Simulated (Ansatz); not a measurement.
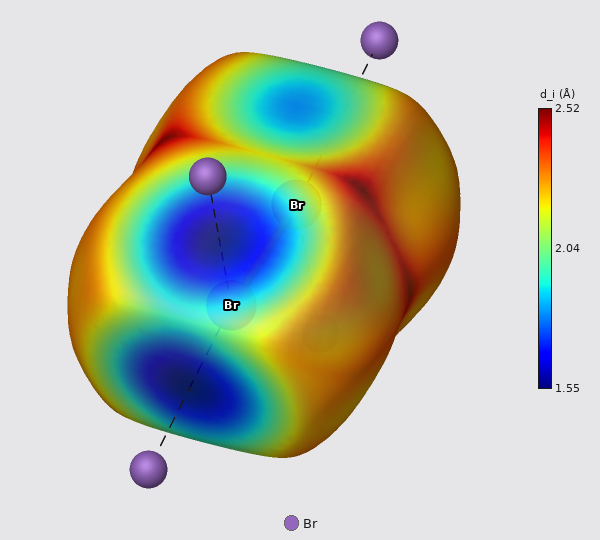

Hirshfeld surface computed for the Br$_{2}$ molecule in Br (Cmce), coloured by d_i. Dashed lines lead to the closest neighbours outside.

The surface is where the fragment's share of the procrystal density (the sum of the densities of spherically averaged neutral Hartree-Fock atoms) equals one half. d_i and d_e are the distances from the surface to the nearest nucleus inside and outside. Van der Waals radii (Alvarez): Br 1.86 Å.

The cell is taken from the end point of a relaxation at fixed volume with Ansatz, DFT PBE, spin-orbit coupling, plane waves, PAW.

```
Br
1.0
     7.95190    0.00000    0.00000
     0.00000    4.24822    0.00000
     0.00000    0.00000    8.67467
Br
8
Direct
  0.50000 0.14451 0.61874
  0.50000 0.85549 0.38126
  0.50000 0.64451 0.88126
  0.50000 0.35549 0.11874
  0.00000 0.64451 0.61874
  0.00000 0.35549 0.38126
  0.00000 0.14451 0.88126
  0.00000 0.85549 0.11874
```

**Which contact with the surroundings is the closest relative to the atoms' sizes?**

Br···Br at 3.11 Å, 84 % of the sum of the van der Waals radii.

**How is the surface shared among contacts (both directions of a pair summed)?**

Br···Br 100 %.

**Give the size and shape of the surface.**

It encloses about 69 Å³, has an area of about 88 Å² and a globularity of 0.92 (1 for a sphere).
